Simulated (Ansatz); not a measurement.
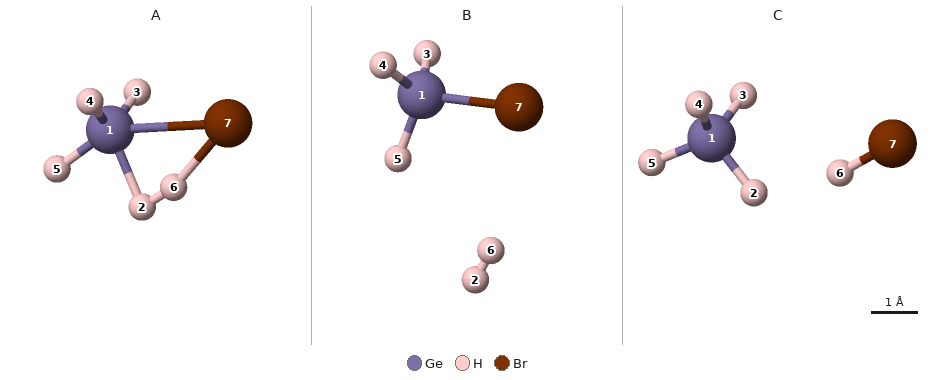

Three geometries of GeH₅Br: a saddle point and the two minima that it joins, in shuffled order. The picture is a ball-and-stick view, seen at a tilt. Sticks join atoms that are closer than about 1.2 times the sum of their covalent radii (a little more with hydrogen).

Stationary points at PBE0-D4/def2-TZVP, single-point energies with CCSD(T)/CBS (def2-TZVPP where no basis is named; Ansatz 0.2.0). The energies are electronic, without zero-point or thermal terms, and both ends are the minima reached downhill from the saddle, with any fragments still in contact. CCSD(T)/CBS stands for a frozen-core estimate: MP2 correlation extrapolated from def2-TZVPP and def2-QZVPP, CCSD(T) minus MP2 from the smaller set.

Identify the saddle point and describe the reaction.

Frame A is the saddle point. Counted by bonded pieces, C holds GeH₄ + HBr and B holds GeH₃Br + H₂. From C over the saddle to B, bonds form: Ge1–Br7 (4.30 → 2.81 → 2.31 Å), H2–H6 (2.11 → 0.87 → 0.75 Å). Bonds break: Ge1–H2 (1.54 → 1.84 → 4.22 Å), H6–Br7 (1.42 → 1.94 → 3.23 Å). The saddle has one imaginary mode, 908i cm⁻¹. With CCSD(T)/CBS the barrier is 1.79 eV from C and 2.37 eV from B, and B lies 0.59 eV below C.
